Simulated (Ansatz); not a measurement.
Level of theory: PBE (plane waves to 420 eV, PAW; Ansatz, an electronic-structure program).

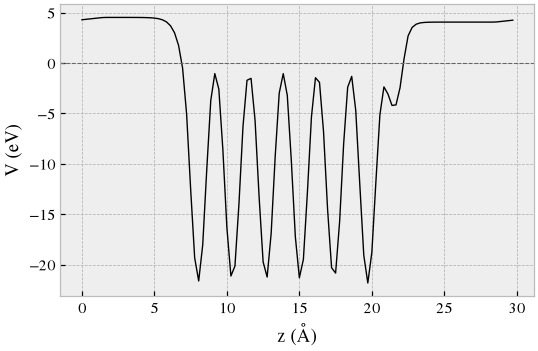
Figure. Electrostatic potential energy of an electron, averaged over planes parallel to the surface, in eV from the Fermi level, for a constructed model of the (110) surface of bcc Nb, a cell of two sites (a+b, b-a) layer of Cl, one a cell, on the site that continues the host's stacking (bottom of the slab: a bare face, its two planes held)

Set-up: 13 atoms, 13.9 Å thick at the start; mesh 11x8x1; 0.1 eV smearing; dipole correction on; 4 atoms held, the rest relaxed; start symmetry kept, larger cells not searched; no spin, no spin-orbit, no U. It is one candidate, not shown to be the stable structure of the face.

The vacuum level lies 4.07 eV above the Fermi level over the top face and 4.53 eV above it under the bottom face.
